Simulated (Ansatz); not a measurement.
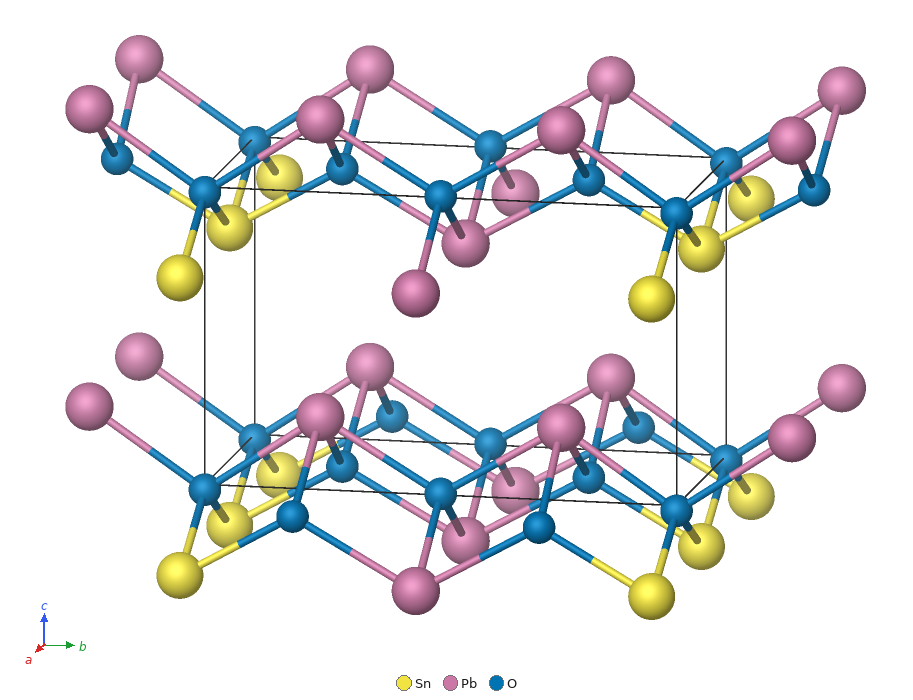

The crystal in a ball-and-stick representation, seen slightly off an axis. Atoms at the boundary of the conventional unit cell (the box) are drawn once for each face, edge or corner they touch. Neighbours across the faces are drawn wherever a bond reaches them.

SnPb$_{3}$O$_{4}$, space group Pmm2 (No. 25), a = 3.926 Å, b = 7.858 Å, c = 4.961 Å, α = 90.00°, β = 90.00°, γ = 90.00°. Provenance: a structure type filled with these elements by a generator (whether the compound takes this form wasn't checked). Earlier steps of the study may have refined or changed the cell and positions. It was run through Ansatz as a DFT input.

This one geometry was computed with Ansatz (DFT, plane waves, PAW) at five levels of theory: r2SCAN, HSE06, PBE, PBE with spin-orbit coupling and PBE0.

**Which level gives the highest pressure at this volume, and what does that say about its equilibrium volume?**

Highest: PBE (4.7 GPa) and PBE with spin-orbit coupling (4.5 GPa), which points to the largest equilibrium volume. Lowest, with the smallest volume: HSE06 (0.7 GPa) and PBE0 (0.6 GPa). Levels within 0.5 GPa of each other can't be told apart.

**How does the band gap change with the level of theory?**

PBE with spin-orbit coupling: a gap of 0.66 eV, indirect; PBE: a gap of 0.78 eV, indirect; r2SCAN: a gap of 1.07 eV, indirect; HSE06: a gap of 1.37 eV, indirect; PBE0: a gap of 2.03 eV, indirect.

**Collect the results in a table.**

| level | cutoff (eV) | k-mesh of the run's cell | gap (eV) | pressure (GPa) |
| --- | --- | --- | --- | --- |
| r2SCAN | 500 | 6×4×6 | 1.07 | 1.2 |
| HSE06 | 420 | 4×2×4 | 1.37 | 0.7 |
| PBE | 420 | 6×4×6 | 0.78 | 4.7 |
| PBE with spin-orbit coupling | 420 | 6×4×6 | 0.66 | 4.5 |
| PBE0 | 420 | 4×2×4 | 2.03 | 0.6 |

Gaps are taken on the k-mesh or band path of each run.
